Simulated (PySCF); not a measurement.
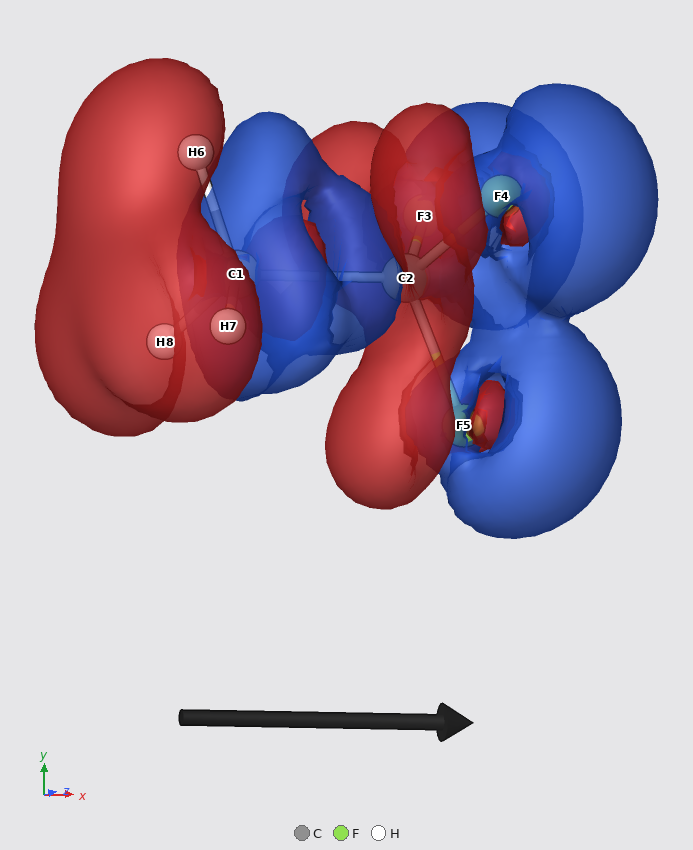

Figure 1: C2H3F3, SMILES `CC(F)(F)F`. Change of the electron density in a uniform field of 0.21 V/Å along +x (arrow), surfaces at ±0.0008 e/Å³ (red: gain, blue: loss).

PySCF calculation, B3LYP/def2-SVPD, gas phase; geometry: GFN2-xTB. No frequency check shows the geometry to be a minimum.

Cartesian coordinates (Å):

```
C1      -1.4872    0.0030    0.0011
C2       0.0203    0.0000    0.0001
F3       0.5320    0.5977   -1.0872
F4       0.5337    0.6409    1.0616
F5       0.5262   -1.2427    0.0246
H6      -1.8384    1.0332   -0.0178
H7      -1.8432   -0.4919    0.8987
H8      -1.8435   -0.5231   -0.8803
```

How large is the response?

Answer. The induced dipole is 0.31 D (along the field); α along this axis, from the fields in both directions, is 31 bohr³ (4.6 Å³).

Which atoms gain and lose the most charge?

Answer. Electrons gather most on H6, H7 and H8 alike (Hirshfeld charge changes by −0.004 e) and leave F3, F4 and F5 alike most (+0.004 e); 0.033 electrons are displaced in all.
